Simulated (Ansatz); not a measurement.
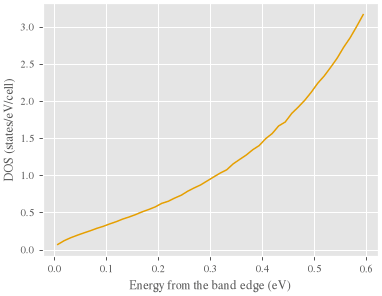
Figure. Density of states of SnO2 (P4_2/mnm) below the valence band maximum, Ansatz (a quantum-chemistry and plane-wave program) with PBEsol, rigid bands; cell volume 73.1 Å³.

Task: What effective density of states at 300 K does this give (∫ g(E) exp(−E/k_BT) dE, both spins, divided by the cell's size)?

Result: 4.7e19 cm⁻³, a density-of-states mass of 1.53 mₑ, valleys and band degeneracy included.

Spin-orbit coupling is left out; where it splits the top of the valence band, N_v and the p-type Seebeck coefficient come out somewhat high without it. Geometry: cell and atoms relaxed with PBEsol.
